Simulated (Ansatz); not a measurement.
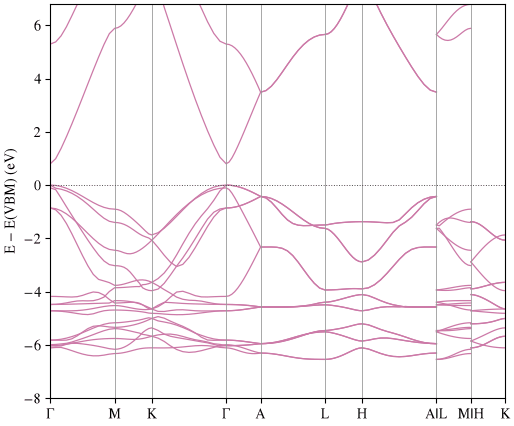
*Band structure from LDA (plane waves, PAW; program Ansatz)*

Problem. Read off the gap and where the band edges lie.

Solution. About 0.8 eV (0.80 eV by a search for the band edges); maximum at Γ, minimum at Γ.

The material is ZnO (wurtzite, space group No. 186).

Space group P6_3mc (wurtzite). Symmetry was held in the LDA relaxation; phonons on a q-mesh show no instability.

Potentials: the later of the program's two PAW sets.
